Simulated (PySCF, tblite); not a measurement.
# B₂H₄− (doublet): geometry, infrared bands and EPR parameters

Wanted: the infrared bands and EPR parameters of B₂H₄− (doublet) (`B[BH2-]`), by calculation.

The runs use tblite 0.8.0 and PySCF 2.14.0, with density-fitted response routines of our own; the level of theory stands in each step. All values are computed, except where a source is named. Atoms count from 0, in the outputs and in this text.

### 1 The molecule as given

6 atoms, charge -1, multiplicity 2; geometry from: force field or distance geometry start.

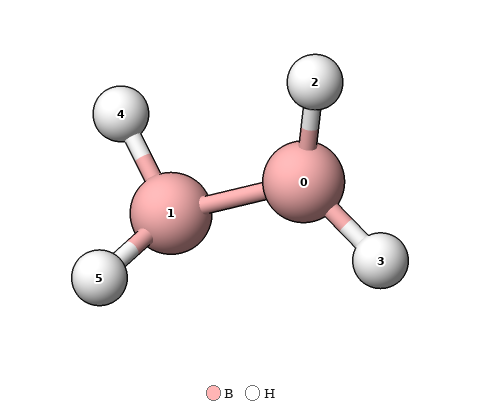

The starting geometry (boron pink, hydrogen white), atoms numbered.

### 2 Optimising the geometry with GFN2-xTB

What the job is given:

```
{"job": {"kind": "relax", "xc": "GFN2-xTB", "basis": "xTB"}, "charge": -1, "multiplicity": 2}
B      0.795100     0.021800    -0.085100
B     -0.862800    -0.190900    -0.345200
H      1.199700     1.020300     0.425900
H      1.562800    -0.853600    -0.269400
H     -1.365800     0.889300    -0.277700
H     -1.325800    -0.885000     0.529800
```

Started as:

```bash
> OMP_NUM_THREADS=1 python probes_run.py task.json out
```

The driver reads the jobs from task.json and runs them one after another.

What it wrote:

```text
step      E/eV     max force
  0    -124.27980    3.053
  1    -124.49770    2.175
  2    -124.68301    2.446
  3    -124.79795    1.648
  4    -125.02626    0.882
  5    -125.05523    0.738
  6    -125.13049    0.762
  7    -125.19864    0.958
  8    -125.24792    0.659
  9    -125.26235    0.512
 10    -125.28073    0.270
 11    -125.28735    0.315
 12    -125.30339    0.450
 13    -125.31775    0.457
 14    -125.33370    0.458
 15    -125.34199    0.367
 16    -125.34762    0.223
 17    -125.35007    0.149
 18    -125.35204    0.120
 19    -125.35377    0.145
 20    -125.35534    0.151
 21    -125.35634    0.097
 22    -125.35668    0.040
 23    -125.35679    0.034
 24    -125.35689    0.041
 25    -125.35700    0.045
 26    -125.35709    0.029
 27    -125.35713    0.016
 28    -125.35715    0.017
 29    -125.35717    0.017
 30    -125.35721    0.021
 31    -125.35725    0.025
 32    -125.35728    0.020
 33    -125.35729    0.009
```

Wall time 0.07 s (1 thread of Arm Neoverse V1, shared host).

Step by step: (not every step is listed)

```tsv
step	energy from step 0 (eV)	largest force (eV/Å)
0	0.0000	3.0526
1	-0.2179	2.1748
2	-0.4032	2.4465
3	-0.5182	1.6478
4	-0.7465	0.8818
5	-0.7754	0.7383
6	-0.8507	0.7617
7	-0.9188	0.9581
8	-0.9681	0.6588
10	-1.0009	0.2698
12	-1.0236	0.4496
14	-1.0539	0.4581
16	-1.0678	0.2232
18	-1.0722	0.1197
20	-1.0755	0.1511
22	-1.0769	0.0401
24	-1.0771	0.0414
26	-1.0773	0.0294
28	-1.0774	0.0172
29	-1.0774	0.0175
30	-1.0774	0.0214
31	-1.0774	0.0254
32	-1.0775	0.0198
33	-1.0775	0.0085
```

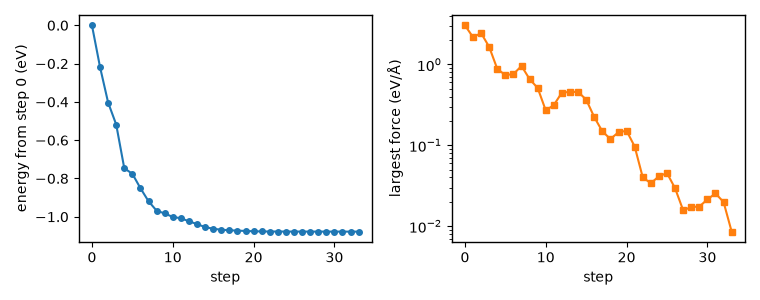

Energy and force, step by step.

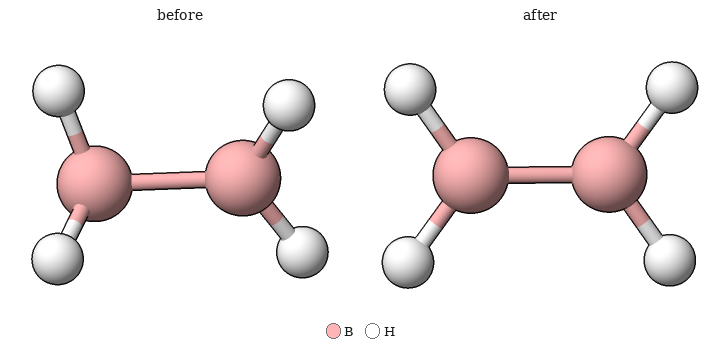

The geometry before (left) and after (right).

Close pairs (by a distance rule), those that changed most:

```tsv
bond	before (Å)	after (Å)	change (Å)
B0–B1	1.692	1.583	-0.108
B0–H3	1.179	1.228	+0.050
B0–H2	1.192	1.228	+0.036
B1–H4	1.193	1.229	+0.035
B1–H5	1.209	1.228	+0.019
```

The final coordinates are the input of the step that follows.

### 3 Vibrational analysis with GFN2-xTB

What the job is given:

```
{"job": {"kind": "ir", "xc": "GFN2-xTB", "basis": "xTB"}, "charge": -1, "multiplicity": 2}
B      0.790571     0.047175    -0.001697
B     -0.790123    -0.046397    -0.005789
H      1.438775     1.089744    -0.036400
H      1.555358    -0.913217     0.038327
H     -1.554597     0.914746    -0.046123
H     -1.436862    -1.090060     0.030107
```

What it wrote:

```text
mode    cm-1     km/mol
  1     486.2      0.01
  2     545.3     26.89
  3     638.9    190.80
  4     748.8      0.00
  5     886.2      0.00
  6    1005.7      0.00
  7    1235.8    421.50
  8    1297.2      0.02
  9    2021.4     11.76
 10    2034.2   1652.59
 11    2098.4   1135.72
 12    2212.4      0.20
```

It took 0.04 s on 1 thread of Arm Neoverse V1, shared host.

Which atoms move in the most intense modes:

```tsv
cm⁻¹	km/mol	atoms
545	26.9	H2 24 %, H3 24 %, H5 24 %, H4 24 %
639	190.8	H3 21 %, H4 21 %, H2 21 %, H5 21 %
1236	421.5	H4 23 %, H5 22 %, H3 22 %, H2 22 %
2021	11.8	H4 28 %, H5 26 %, H2 19 %, H3 19 %
2034	1652.6	H3 27 %, H2 25 %, H4 19 %, H5 18 %
2098	1135.7	H5 26 %, H2 24 %, H4 23 %, H3 23 %
2212	0.2	H2 24 %, H3 24 %, H5 23 %, H4 23 %
```

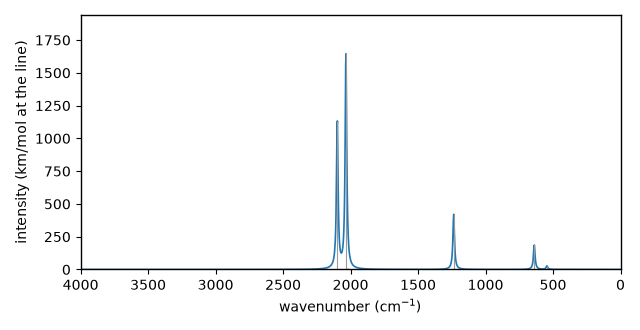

The infrared spectrum from these modes, unscaled. Lines are broadened to a width of 14 cm⁻¹ (Lorentzian).

### 4 g tensor and hyperfine couplings: B3LYP/pcH-1

The job, as its differences from that of step 3:

```diff
@@ -1,2 +1,2 @@
-{"job": {"kind": "ir", "xc": "GFN2-xTB", "basis": "xTB"}, "charge": -1, "multiplicity": 2}
+{"job": {"kind": "epr", "basis": "pcH-1"}, "charge": -1, "multiplicity": 2}
 B      0.790571     0.047175    -0.001697
```

With the program's defaults for keys left out, this is: UKS B3LYP, pcH-1 on B H, non-relativistic, mean-field spin-orbit, GIAO.

What it wrote:

```text
UKS, coarse grid
  cycle   1  E = -52.01218684  |g| = 2.79e-01
  cycle   2  E = -52.01464992  |g| = 2.90e-01
  cycle   3  E = -52.08108860  |g| = 9.07e-03
  cycle   4  E = -52.08114317  |g| = 2.14e-03
  cycle   5  E = -52.08114667  |g| = 4.03e-04
UKS, final grid
  cycle   1  E = -52.08113656  |g| = 1.47e-04
  cycle   2  E = -52.08113659  |g| = 6.39e-05
  cycle   3  E = -52.08113660  |g| = 4.11e-05
  cycle   4  E = -52.08113660  |g| = 1.04e-05
internal stability: stable
E = -52.08113660 Eh   <S^2> = 0.7515 (exact 0.7500)
g shifts (ppm)      1          2          3
  rmc           -59        -59        -59
  gc              2         15         17
  oz_so           0         19        257
  total         -57        -25        214
hyperfine (MHz)  atom isotope    a_iso     a_fc   dipolar eigenvalues
    0   11B       1.54       1.54    -22.00    -20.31     42.31
    1   11B       1.58       1.58    -22.01    -20.32     42.33
    2    1H     -22.68     -22.68    -11.42      0.36     11.07
    3    1H     -22.67     -22.67    -11.42      0.35     11.06
    4    1H     -22.68     -22.68    -11.42      0.35     11.06
    5    1H     -22.69     -22.69    -11.42      0.36     11.07
```

Run time: 6.5 s. Hardware: 1 thread of Arm Neoverse V1, shared host; peak memory 0.29 GiB.

Principal g values 2.00226, 2.00229, 2.00253; g(iso) = 2.00236, against 2.00232 for a free electron.

Mean a(iso) over the nuclei that a row names, and the largest dipolar term of the row (other rows stand at the frozen geometry):

```tsv
nuclei	isotope	a(iso) (MHz)	a(iso) (G, at g = 2.0023)	largest dipolar term (MHz)
H2, H3, H4, H5	1H	-22.7	-8.1	-11.4
B0, B1	11B	1.6	0.6	42.3
```

Mulliken spin populations:

```tsv
atom	value (e)
B0	0.56
B1	0.56
H2	-0.03
H3	-0.03
H4	-0.03
H5	-0.03
```

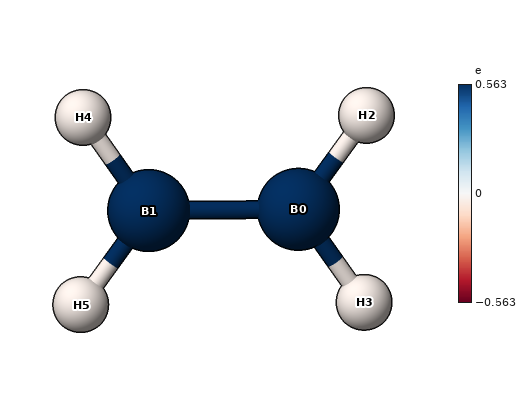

Mulliken spin populations, as colours on the atoms.

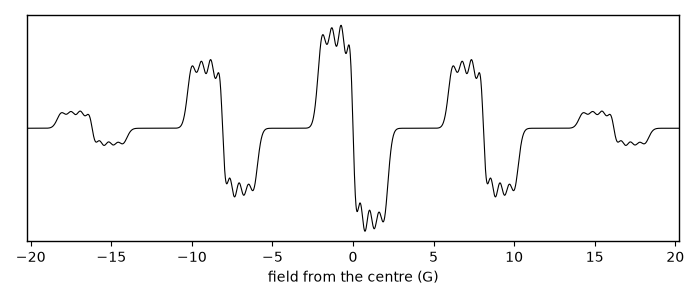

First-order isotropic spectrum (first derivative, main isotopes with spin only, couplings over 0.8 MHz, Gaussian width 0.3 G; couplings of the frozen geometry, rotation of groups not averaged beyond the rows shown).

Orbitals, density, ELF and potential are computed afterwards from the orbital file.

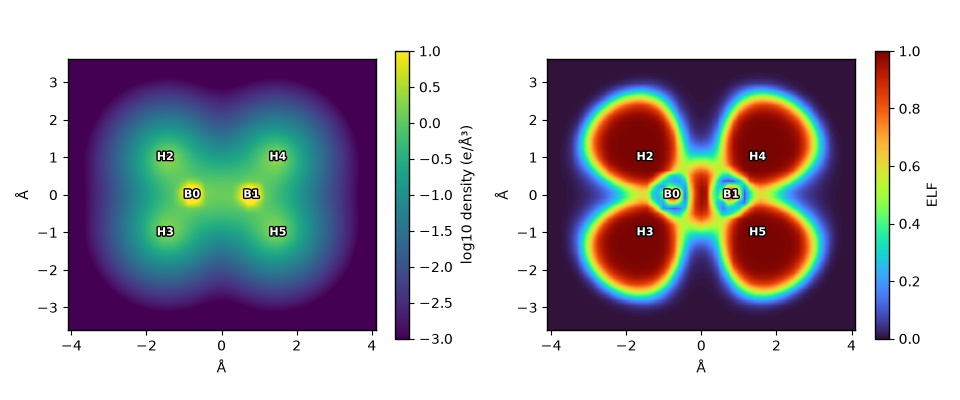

Density (left) and ELF (right) in a plane through or near 6 of the atoms.

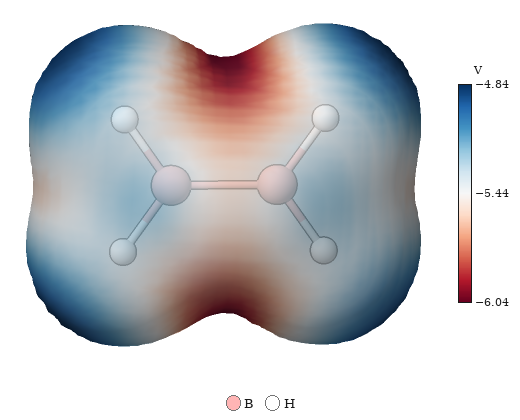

Electrostatic potential on the surface of density 0.002 e/bohr³; red is low, blue high. It runs from -6.04 to -4.84 V.

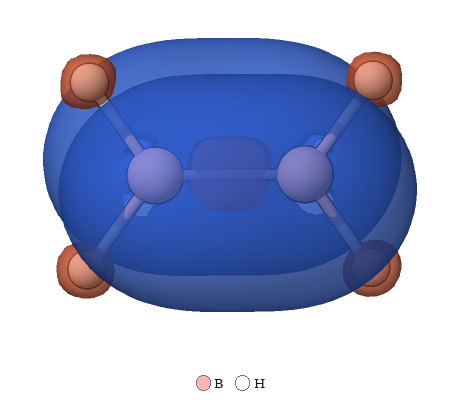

Spin density at ±0.01 e/Å³ (alpha excess blue, beta excess red).

### 5 Summary of results

| quantity | value |
| --- | --- |
| strongest single infrared mode (GFN2-xTB) | 2034 cm⁻¹, 1653 km/mol |
| zero-point energy (GFN2-xTB) | 21.7 kcal/mol |
| g(iso) (B3LYP) | 2.00236 |
| ⟨S²⟩ | 0.751 (exact 0.75) |
| largest a(iso) (averaged by class) | 1H on H2, H3, H4, H5, -22.7 MHz |

The optimisation took 33 steps and gained 1.077 eV; among the close pairs (by a distance rule), B0–B1 changed most, from 1.692 to 1.583 Å. All 12 modes are real, so the xTB geometry is a minimum. The strongest single mode, at 2034 cm⁻¹, is spread over several atoms, H3, H2, H4, H5 among them. Unscaled tight-binding wavenumbers are off by several per cent, some by more. Its intensities can rank the bands wrongly. The largest spin populations lie on B1 (0.56 e), B0 (0.56 e). The isotropic g lies 0.0 ppt above the free-electron value. The records flag this anion as possibly unbound in the gas phase, so the basis may hold the extra electron. The conformer search found further structures of the same energy, which may be mirror or relabelled copies of this one.
